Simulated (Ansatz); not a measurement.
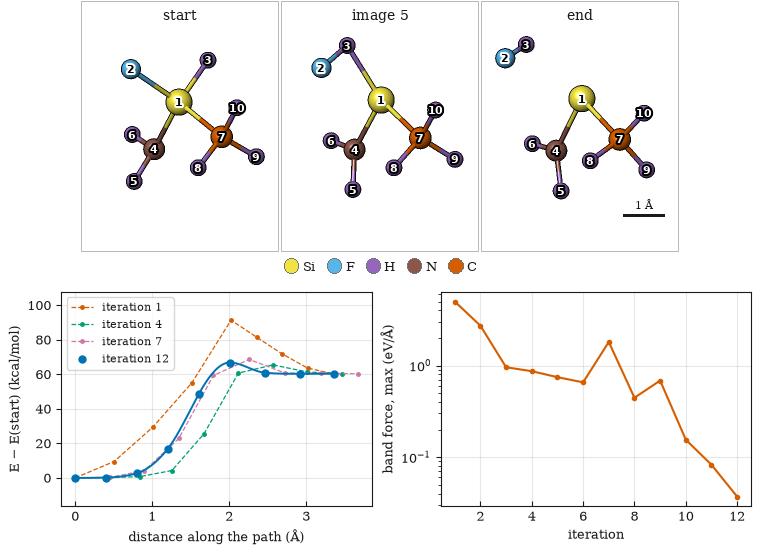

NEB run on CH$_{6}$FNSi. Images are numbered from 0 (start) to 8 (end). The plot follows the band through its iterations. Style: ball-and-stick. Shown from a free direction.

Theory: Ansatz, RKS PBE-D4/cc-pVDZ. Run with 7 movable images; climbing image; force threshold 0.05 eV/Å; iteration limit 60; starting path through a guess of the saddle point.

Q: Did the band converge, and can the barrier be trusted?

A: The result is final at these settings. The band converged in 12 iterations. The largest component of the band force went from 5 to 0.037 eV/Å. The climbing image converged on the top of the path. Its vibrational analysis gives one imaginary mode (895i cm⁻¹), as a transition state must have. The first iteration put the highest image at 91.4 kcal/mol. The highest point, image 5, lies 66.8 kcal/mol above the start and 6.5 kcal/mol above the end; the end is at +60.3 kcal/mol relative to the start.
